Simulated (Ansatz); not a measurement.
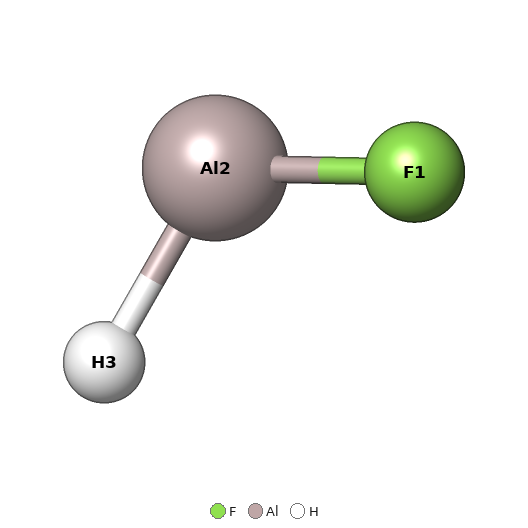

Charge 0, doublet. The geometry was computed by an optimisation with PBE-D4/def2-SVP. No frequency run is at hand to confirm it as a minimum.

> Describe the coordination of atom 2.

Al2 has 2 neighbours (F1 at 1.69, H3 at 1.63 Å); the arrangement is bent.
